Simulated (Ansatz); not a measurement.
**Geometry relaxation of CH11NOSi2 (part 2 of 2)**

Continued. System: CH11NOSi2. Method: RKS revPBE/6-31G* (Ansatz 0.2.0). It belongs to a series of runs on one base structure; here: end point B relaxed.

Geometry of the input (Å):
```
Si -0.2540  0.9022  -0.8607
Si 0.1324  -2.6051  -0.7284
H  0.6486  0.1079  -1.7618
H  -1.6472  0.3896  -0.7342
O  -0.4637  2.4419  -1.5353
H  0.2871  -1.5370  0.2425
N  0.4749  0.7274  0.7624
C  -0.1718  1.1705  2.0040
H  -1.0583  -2.3489  -1.6059
H  1.3560  -2.6953  -1.5967
H  -0.0609  -3.9357  -0.0522
H  0.3486  2.7793  -1.9637
H  1.4947  0.7838  0.8076
H  0.1702  0.5567  2.8591
H  -1.2620  1.0262  1.9102
H  0.0056  2.2365  2.2531
```

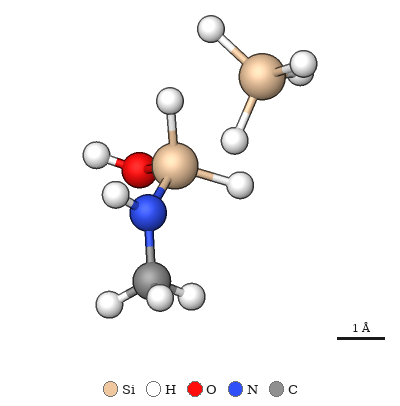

The geometry at step 19 of the log (ball-and-stick view, seen at an oblique angle).

Trajectory as extended XYZ, continued
```
16
Properties=species:S:1:pos:R:3:forces:R:3 step=8 energy=-20503.42511
Si   -0.2627    1.2837   -0.8337    0.0292   0.0105  -0.0315
Si    0.1661   -3.3883   -0.8282    0.0009  -0.0320  -0.0028
H     0.6694    0.5084   -1.7255    0.0004   0.0005  -0.0082
H    -1.6465    0.7252   -0.7618   -0.0013  -0.0014  -0.0028
O    -0.5489    2.8233   -1.4757    0.1194   0.1394  -0.0410
H     0.3149   -2.4003    0.2879    0.0002  -0.0067   0.0044
N     0.4627    1.1321    0.7365   -0.0111  -0.0071   0.0315
C    -0.1706    1.4693    2.0140   -0.0167   0.0347   0.0362
H    -1.0160   -3.0231   -1.6749   -0.0013   0.0028   0.0000
H     1.4059   -3.3822   -1.6734    0.0005   0.0020   0.0015
H    -0.0361   -4.7635   -0.2601    0.0027   0.0129  -0.0034
H     0.2595    3.3402   -1.6794   -0.1433  -0.1440   0.0580
H     1.4760    1.0258    0.7979   -0.0032   0.0030  -0.0179
H     0.1034    0.7354    2.7969   -0.0043   0.0278  -0.0150
H    -1.2684    1.4303    1.8960    0.0431   0.0080  -0.0018
H     0.0916    2.4838    2.3835   -0.0151  -0.0504  -0.0071
16
Properties=species:S:1:pos:R:3:forces:R:3 step=10 energy=-20503.42934
Si   -0.2862    1.3698   -0.8336   -0.0028   0.0149   0.0044
Si    0.1892   -3.5594   -0.8430   -0.0047  -0.0465  -0.0306
H     0.6425    0.6092   -1.7426   -0.0047  -0.0036   0.0054
H    -1.6744    0.8186   -0.7856    0.0018   0.0018  -0.0003
O    -0.5579    2.9325   -1.4276   -0.0185  -0.0334   0.0072
H     0.3358   -2.6058    0.3043   -0.0014  -0.0099  -0.0042
N     0.4390    1.1798    0.7341    0.0083  -0.0118   0.0003
C    -0.1701    1.5443    2.0162   -0.0180   0.0172   0.0184
H    -0.9905   -3.1721   -1.6838    0.0032   0.0199   0.0077
H     1.4305   -3.5348   -1.6854    0.0036   0.0204   0.0065
H    -0.0165   -4.9531   -0.3249    0.0016   0.0142   0.0214
H     0.2639    3.4306   -1.6001    0.0265   0.0279  -0.0082
H     1.4491    1.0395    0.7842   -0.0188   0.0069  -0.0027
H     0.0740    0.7990    2.7978   -0.0044   0.0111  -0.0151
H    -1.2689    1.5579    1.9042    0.0358  -0.0033   0.0026
H     0.1406    2.5442    2.3858   -0.0075  -0.0258  -0.0127
16
Properties=species:S:1:pos:R:3:forces:R:3 step=12 energy=-20503.43010
Si   -0.2983    1.3878   -0.8343   -0.0024   0.0005  -0.0025
Si    0.1990   -3.5944   -0.8464    0.0001   0.0062   0.0061
H     0.6158    0.6121   -1.7449   -0.0003   0.0004  -0.0005
H    -1.6944    0.8570   -0.7860    0.0002   0.0030   0.0021
O    -0.5479    2.9551   -1.4249    0.0107   0.0037   0.0007
H     0.3452   -2.6619    0.3181    0.0007  -0.0011  -0.0030
N     0.4277    1.1829    0.7310   -0.0225  -0.0040  -0.0060
C    -0.1708    1.5567    2.0154    0.0055   0.0087   0.0041
H    -0.9787   -3.1833   -1.6786    0.0010  -0.0019   0.0028
H     1.4427   -3.5487   -1.6844    0.0002  -0.0014   0.0020
H    -0.0084   -4.9922   -0.3415    0.0002  -0.0015  -0.0067
H     0.2791    3.4502   -1.5854   -0.0079  -0.0057  -0.0011
H     1.4360    1.0328    0.7760    0.0150  -0.0023   0.0042
H     0.0686    0.8104    2.7964    0.0017  -0.0009  -0.0005
H    -1.2688    1.5825    1.9091    0.0005  -0.0014  -0.0030
H     0.1535    2.5529    2.3806   -0.0027  -0.0024   0.0015
16
Properties=species:S:1:pos:R:3:forces:R:3 step=14 energy=-20503.43068
Si   -0.3303    1.4183   -0.8361   -0.0115   0.0023  -0.0090
Si    0.2246   -3.6337   -0.8407   -0.0021   0.0051   0.0169
H     0.5417    0.6026   -1.7550   -0.0112   0.0229   0.0040
H    -1.7484    0.9473   -0.7766    0.0182   0.0098   0.0021
O    -0.5174    2.9982   -1.4196    0.0441  -0.0083  -0.0027
H     0.3715   -2.7558    0.3672   -0.0010  -0.0113  -0.0212
N     0.3985    1.1756    0.7230    0.0331   0.0050   0.0053
C    -0.1725    1.5725    2.0136   -0.0025  -0.0252  -0.0301
H    -0.9504   -3.1821   -1.6559    0.0042  -0.0021   0.0092
H     1.4696   -3.5536   -1.6745   -0.0006   0.0007   0.0066
H     0.0130   -5.0533   -0.4004    0.0014   0.0112  -0.0096
H     0.3289    3.4592   -1.5862   -0.0381  -0.0264   0.0064
H     1.4036    0.9975    0.7579   -0.0231  -0.0008  -0.0007
H     0.0581    0.8228    2.7933    0.0028  -0.0071   0.0144
H    -1.2700    1.6234    1.9188   -0.0256   0.0064   0.0098
H     0.1796    2.5611    2.3714    0.0119   0.0179  -0.0015
16
Properties=species:S:1:pos:R:3:forces:R:3 step=17 energy=-20503.43202
Si   -0.3739    1.4292   -0.8436   -0.0106   0.0492  -0.0183
Si    0.2586   -3.6166   -0.8162   -0.0056  -0.0132   0.0289
H     0.4362    0.5723   -1.7821   -0.0166   0.0186   0.0153
H    -1.8183    1.0466   -0.7656    0.0364   0.0112  -0.0005
O    -0.4709    3.0233   -1.4171    0.0756  -0.0503   0.0112
H     0.4075   -2.8217    0.4491   -0.0039  -0.0237  -0.0381
N     0.3575    1.1300    0.7058    0.0160   0.0044   0.0005
C    -0.1750    1.5621    2.0027   -0.0002   0.0053  -0.0167
H    -0.9187   -3.1122   -1.5972    0.0143  -0.0022   0.0130
H     1.5037   -3.4810   -1.6434   -0.0094   0.0037   0.0094
H     0.0478   -5.0648   -0.4740    0.0064   0.0398  -0.0097
H     0.4013    3.4254   -1.6056   -0.0693  -0.0341   0.0157
H     1.3526    0.8981    0.7293   -0.0476   0.0103  -0.0017
H     0.0311    0.8064    2.7841   -0.0024   0.0053  -0.0017
H    -1.2715    1.6676    1.9255    0.0243  -0.0016   0.0009
H     0.2321    2.5355    2.3483   -0.0071  -0.0229  -0.0082
16
Properties=species:S:1:pos:R:3:forces:R:3 step=19 energy=-20503.43391
Si   -0.4188    1.4304   -0.8647   -0.0112   0.0844  -0.0221
Si    0.2919   -3.5485   -0.7650   -0.0072  -0.0612   0.0259
H     0.3206    0.5371   -1.8271   -0.0169   0.0198   0.0185
H    -1.8848    1.1436   -0.7705    0.0472   0.0114  -0.0021
O    -0.4170    3.0378   -1.4148    0.1079  -0.0948   0.0172
H     0.4460   -2.8596    0.5617   -0.0078  -0.0229  -0.0628
N     0.3114    1.0610    0.6710    0.0216   0.0010  -0.0093
C    -0.1750    1.5183    1.9776   -0.0126   0.0293   0.0033
H    -0.8995   -3.0017   -1.4953    0.0307   0.0104   0.0229
H     1.5303   -3.3412   -1.5893   -0.0247   0.0187   0.0198
H     0.0977   -5.0232   -0.5410    0.0102   0.0592   0.0005
H     0.4800    3.3771   -1.6139   -0.1010  -0.0287   0.0209
H     1.2904    0.7657    0.6799   -0.0685   0.0224  -0.0048
H    -0.0088    0.7453    2.7520   -0.0042   0.0145  -0.0108
H    -1.2642    1.6964    1.9157    0.0599  -0.0111   0.0008
H     0.2997    2.4617    2.3237   -0.0234  -0.0525  -0.0179
16
Properties=species:S:1:pos:R:3:forces:R:3 step=21 energy=-20503.43946
Si   -0.4629    1.4596   -0.9103    0.0158   0.0456   0.0040
Si    0.3213   -3.4783   -0.6724    0.0174  -0.0184   0.0108
H     0.1988    0.5471   -1.9090   -0.0094   0.0172   0.0068
H    -1.9435    1.2761   -0.8071    0.0247   0.0053   0.0027
O    -0.3497    3.0782   -1.4057   -0.0316  -0.0864   0.0286
H     0.4784   -2.9173    0.7124    0.0055  -0.0218  -0.0487
N     0.2575    0.9859    0.6020    0.0107   0.0066  -0.0118
C    -0.1731    1.4301    1.9322   -0.0139   0.0133   0.0067
H    -0.8977   -2.8917   -1.3196    0.0083  -0.0199   0.0139
H     1.5327   -3.1389   -1.4957   -0.0350  -0.0073   0.0432
H     0.1832   -4.9742   -0.5888    0.0029   0.0725  -0.0101
H     0.5641    3.3649   -1.5959    0.0275   0.0118  -0.0081
H     1.2142    0.6278    0.5841   -0.0269   0.0076  -0.0106
H    -0.0491    0.6200    2.6766   -0.0119   0.0225  -0.0185
H    -1.2470    1.6865    1.8950    0.0364  -0.0108   0.0138
H     0.3728    2.3241    2.3023   -0.0205  -0.0377  -0.0228
16
Properties=species:S:1:pos:R:3:forces:R:3 step=23 energy=-20503.44430
Si   -0.4902    1.4943   -0.9546    0.0250  -0.0127   0.0578
Si    0.3361   -3.4180   -0.5821    0.0349  -0.0097   0.0048
H     0.1126    0.5868   -1.9942   -0.0081   0.0217   0.0097
H    -1.9774    1.3850   -0.8414    0.0264  -0.0016   0.0032
O    -0.2982    3.1213   -1.3856   -0.0271  -0.0242   0.0082
H     0.5004   -2.9673    0.8416   -0.0080  -0.0204  -0.0416
N     0.2193    0.9246    0.5322    0.0242   0.0089  -0.0291
C    -0.1702    1.3416    1.8846   -0.0123   0.0165  -0.0061
H    -0.9211   -2.8373   -1.1575    0.0180  -0.0196   0.0128
H     1.5190   -2.9543   -1.3877   -0.0539  -0.0211   0.0371
H     0.2659   -4.9207   -0.6222    0.0051   0.0774  -0.0032
H     0.6266    3.3749   -1.5696    0.0239   0.0000  -0.0066
H     1.1586    0.5235    0.4882   -0.0452   0.0182  -0.0114
H    -0.0782    0.4988    2.5967   -0.0165   0.0267  -0.0185
H    -1.2296    1.6548    1.8724    0.0401  -0.0186   0.0159
H     0.4266    2.1919    2.2793   -0.0263  -0.0416  -0.0330
16
Properties=species:S:1:pos:R:3:forces:R:3 step=26 energy=-20503.45162
Si   -0.4863    1.5292   -1.0132    0.0241  -0.0157  -0.0235
Si    0.3067   -3.2919   -0.4274    0.0739  -0.0339  -0.0438
H     0.0683    0.6839   -2.1286   -0.0069   0.0102   0.0099
H    -1.9714    1.4529   -0.8684    0.0012   0.0014   0.0005
O    -0.2536    3.1747   -1.3409    0.0373  -0.0014  -0.0003
H     0.4251   -3.0248    1.0468    0.0041  -0.0079  -0.0499
N     0.2285    0.8380    0.4163   -0.0552   0.0211   0.0211
C    -0.1521    1.1758    1.7935    0.0228  -0.0222   0.0023
H    -1.0290   -2.8203   -0.9206    0.0318  -0.0271   0.0067
H     1.4045   -2.5640   -1.1615   -0.0929  -0.0658   0.0726
H     0.4487   -4.7737   -0.6734   -0.0185   0.1360   0.0182
H     0.6720    3.4048   -1.5562   -0.0352  -0.0057   0.0084
H     1.1603    0.4282    0.3408    0.0139  -0.0004  -0.0090
H    -0.0911    0.2870    2.4499    0.0068   0.0104  -0.0131
H    -1.1996    1.5216    1.8030   -0.0096  -0.0003  -0.0028
H     0.4693    1.9786    2.2400    0.0024   0.0012   0.0028
16
Properties=species:S:1:pos:R:3:forces:R:3 step=28 energy=-20503.45322
Si   -0.4880    1.5398   -1.0200   -0.0137   0.0163  -0.0088
Si    0.3039   -3.2969   -0.4169   -0.0050   0.0198   0.0112
H     0.0704    0.7067   -2.1413   -0.0012  -0.0022   0.0009
H    -1.9737    1.4645   -0.8830   -0.0028   0.0079  -0.0081
O    -0.2473    3.1880   -1.3232   -0.0120   0.0188  -0.0094
H     0.4062   -3.0217    1.0542   -0.0006  -0.0034  -0.0021
N     0.2145    0.8298    0.4052    0.0459  -0.0004   0.0090
C    -0.1459    1.1657    1.7869   -0.0579  -0.0121   0.0071
H    -1.0321   -2.8489   -0.9252    0.0004  -0.0055  -0.0020
H     1.3942   -2.5598   -1.1371    0.0020  -0.0032  -0.0012
H     0.4651   -4.7694   -0.6550    0.0021  -0.0059  -0.0023
H     0.6749    3.4235   -1.5428    0.0003  -0.0148   0.0054
H     1.1495    0.4291    0.3205    0.0279  -0.0174  -0.0099
H    -0.0623    0.2773    2.4398    0.0023  -0.0042   0.0126
H    -1.1987    1.4954    1.8108   -0.0009   0.0016   0.0159
H     0.4693    1.9769    2.2270    0.0132   0.0047  -0.0183
16
Properties=species:S:1:pos:R:3:forces:R:3 step=30 energy=-20503.45398
Si   -0.4893    1.5546   -1.0335    0.0080   0.0003   0.0081
Si    0.2961   -3.2730   -0.3811   -0.0021  -0.0002  -0.0034
H     0.0605    0.7389   -2.1719   -0.0021   0.0015  -0.0005
H    -1.9748    1.4841   -0.8918   -0.0003  -0.0011   0.0001
O    -0.2444    3.2074   -1.3106   -0.0050  -0.0012   0.0003
H     0.3799   -3.0113    1.0934   -0.0033  -0.0008   0.0016
N     0.2205    0.8160    0.3755   -0.0047   0.0020  -0.0044
C    -0.1402    1.1238    1.7650    0.0081   0.0015  -0.0020
H    -1.0457   -2.8540   -0.8985    0.0015   0.0009   0.0014
H     1.3761   -2.5059   -1.0847    0.0033   0.0003  -0.0030
H     0.4942   -4.7391   -0.6338    0.0012  -0.0010   0.0040
H     0.6799    3.4392   -1.5252    0.0030  -0.0018   0.0012
H     1.1554    0.4155    0.2799   -0.0077   0.0011   0.0021
H    -0.0470    0.2253    2.4033    0.0006   0.0028  -0.0047
H    -1.1947    1.4471    1.8006    0.0024  -0.0028  -0.0037
H     0.4736    1.9316    2.2136   -0.0028  -0.0015   0.0028
```

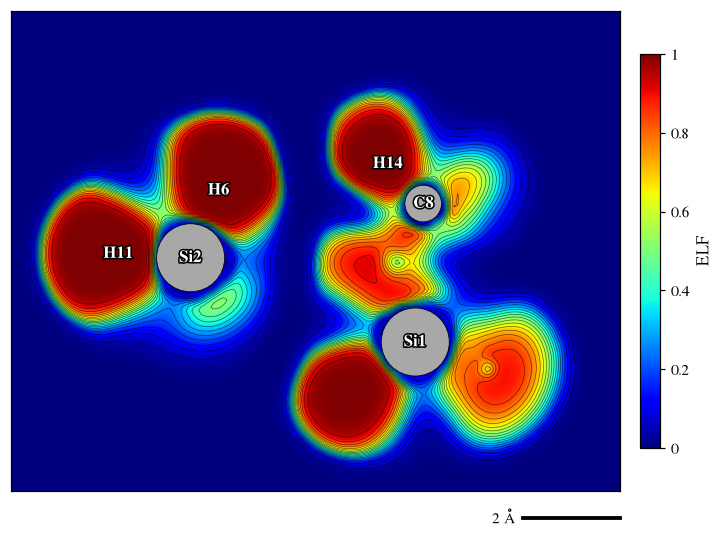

Electron localisation function on the plane of atoms H6, Si2 and H11. Grey discs, where drawn, cover atomic cores. Atoms in the plane: Si, H and C. Si–H (1.50 Å): the ELF climbs to about 1 towards the hydrogen.

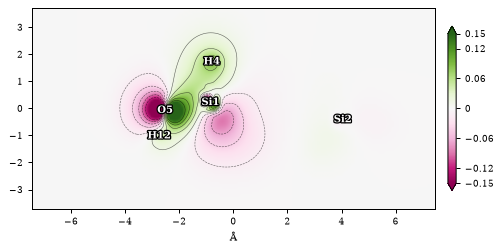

The HOMO−1 on the plane of atoms H4, Si1 and O5 (values in Å⁻³ᐟ²; the overall sign is arbitrary). Its energy is −6.82 eV.

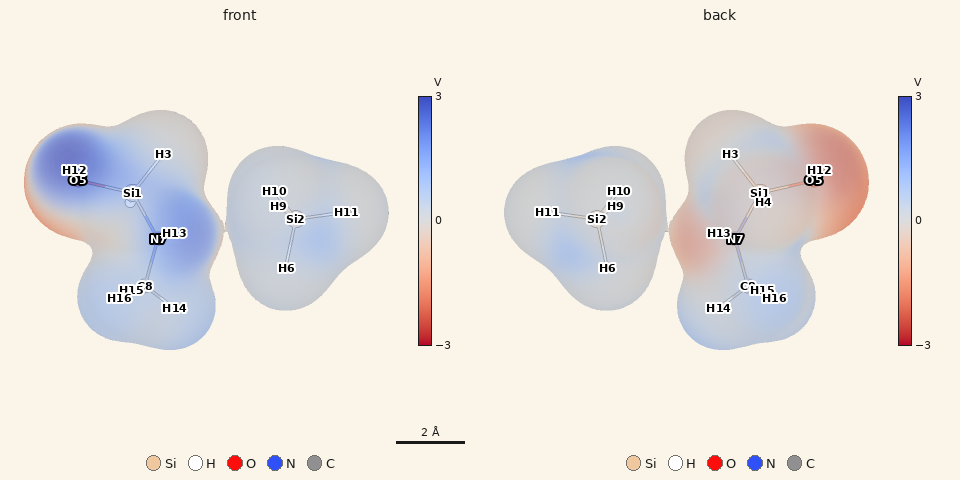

The molecular electrostatic potential painted on the density surface at 0.002 e/bohr³, seen face on and from behind; red is negative and blue positive.
